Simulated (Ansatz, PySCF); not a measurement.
N2 (SMILES N#N) and PH3 (SMILES P) are pulled apart as rigid monomers along the line of their centres of mass, from the B3LYP-D3(BJ)/def2-TZVP minimum. Starting geometry (charge 0, multiplicity 1):
```xyz
6

N      0.6469    -0.2110    -0.5113
N     -0.3349     0.2639    -0.4876
P      0.0248     0.1078     3.5463
H      1.1199     0.6326     2.8130
H      0.0164    -1.1108     2.8201
H     -0.9388     0.7142     2.7001
```

Interaction energies with rigid monomers; basis-set methods are counterpoise corrected unless marked otherwise.

Cores are frozen in the correlated methods. Rows in 6-31G* carry no dispersion term and start afresh at each structure (6-31G* with six Cartesian d functions).

The values were computed with Ansatz (Gaussian basis) for Hartree–Fock, density functionals and correlated methods; PySCF for 6-31G* rows, the dispersion terms. Values without a source in brackets are computed.

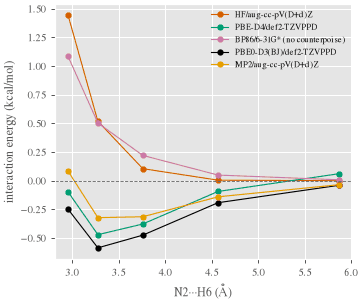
Figure: Interaction energy against separation

Which level binds most strongly at N2···H6 = 3.28, and by how much?

PBE0-D3(BJ)/def2-TZVPPD, -0.6 kcal/mol.

Ansatz is an electronic-structure program.
